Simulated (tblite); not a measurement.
System: H₃, doublet: collinear H-H-H surface. Scanned: first H-H distance and second H-H distance.

Cartesian coordinates as functions of the variables (Å; names that start with a are angles):
```
H  0  0  -r1
H  0  0  0
H  0  0  r2
```

Level of theory: GFN2-xTB, 300 K electronic temperature (tblite).

Energy in kJ/mol above the lowest grid point; x is the first H-H distance (Å), y the second H-H distance (Å).

```csv
y \ x,0.63,0.68,0.74,0.80,0.87,0.94,1.02,1.11,1.22,1.37,1.55,1.81,2.15
2.15,73.8,47.9,32.8,29.5,35.1,48.2,69.0,96.4,132.0,180.5,234.7,300.9,362.7
1.81,72.0,44.0,26.3,20.2,22.6,32.6,50.0,73.6,104.9,147.7,195.0,251.3,300.9
1.55,75.1,44.1,22.6,12.8,11.0,16.8,29.6,48.4,74.0,109.5,148.8,195.0,234.7
1.37,84.7,50.3,24.9,11.2,4.9,6.5,14.6,28.5,48.6,77.3,109.5,147.7,180.5
1.22,102.7,64.3,34.1,15.8,4.5,1.2,4.2,12.7,26.9,48.6,74.0,104.9,132.0
1.11,125.9,83.4,48.6,25.8,9.6,1.8,0.0,3.7,12.7,28.5,48.4,73.6,96.4
1.02,154.7,107.9,68.2,40.8,19.6,7.3,0.9,0.0,4.2,14.6,29.6,50.0,69.0
0.94,190.9,139.3,94.2,61.9,35.6,18.5,7.3,1.8,1.2,6.5,16.8,32.6,48.2
0.87,233.7,176.9,126.2,88.8,57.3,35.6,19.6,9.6,4.5,4.9,11.0,22.6,35.1
0.80,289.5,226.7,169.5,126.4,88.8,61.9,40.8,25.8,15.8,11.2,12.8,20.2,29.5
0.74,350.7,281.6,218.1,169.5,126.2,94.2,68.2,48.6,34.1,24.9,22.6,26.3,32.8
0.68,429.4,352.7,281.6,226.7,176.9,139.3,107.9,83.4,64.3,50.3,44.1,44.0,47.9
0.63,513.6,429.4,350.7,289.5,233.7,190.9,154.7,125.9,102.7,84.7,75.1,72.0,73.8
```

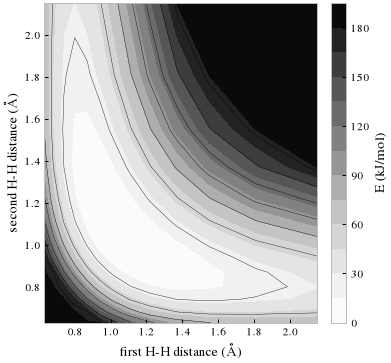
Fig. 1. Energy surface, cut off at 180 kJ/mol.

Points that lie below all their neighbours on the grid: x = 1.02, y = 1.11 (0.0 kJ/mol).
